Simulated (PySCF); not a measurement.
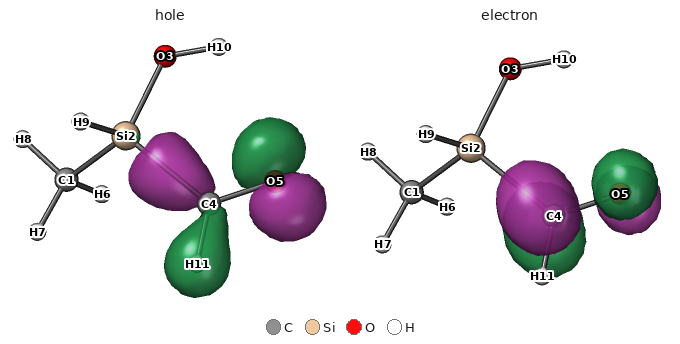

C₂H₆O₂Si, SMILES `C[SiH](O)C=O`. Leading natural transition orbital pair of S₁ (TDA singlet states); the surfaces enclose about 70 % of each orbital's density.

PySCF calculation, CAM-B3LYP/def2-SVPD, gas phase; geometry: GFN2-xTB. No frequency check shows the geometry to be a minimum.

### Where does the state lie, and where do hole and electron sit?

3.29 eV (376 nm), f = 0.001 (very weak); the leading pair carries 100 %; hole on O5 (54 %), C4 (19 %) and Si2 (11 %), electron on C4 (45 %), O5 (34 %) and Si2 (10 %); their centroids lie 0.3 Å apart. In canonical orbitals it is mainly HOMO → LUMO (96 %). The HOMO–LUMO gap is 8.08 eV.

Cost of the run: 13 min on 1 thread of Arm Neoverse V1, on a shared host, peak memory 0.83 GiB.
